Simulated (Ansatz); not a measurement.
H$_{4}$Sn

```xyz
5

Sn    0.0005    0.0000    0.0004
H     0.0001    0.0000    1.7160
H     1.6180    0.0000   -0.5714
H    -0.8084    1.4007   -0.5716
H    -0.8084   -1.4007   -0.5716
```

Core potentials replace the inner electrons of Sn.

All numbers below come from RKS PBE-D4/def2-TZVP (Ansatz).

What can the converged electron density and electron localisation function tell about the bonding?

Sn–H (1.72 Å): ρ is about 1.1 e/Å³ halfway; the ELF climbs to about 1 towards the hydrogen.

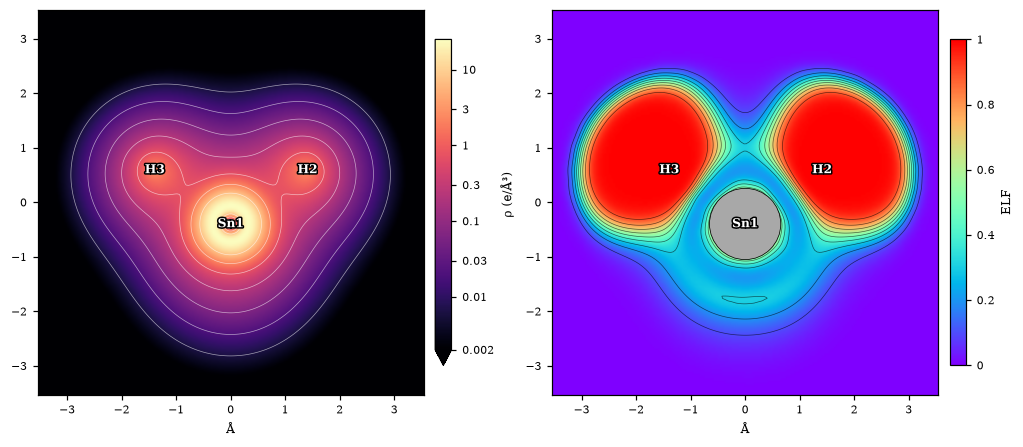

Computed electron density and electron localisation function on the plane of atoms H2, Sn1 and H3, in this order. Grey discs cover the atomic cores in the ELF map. 
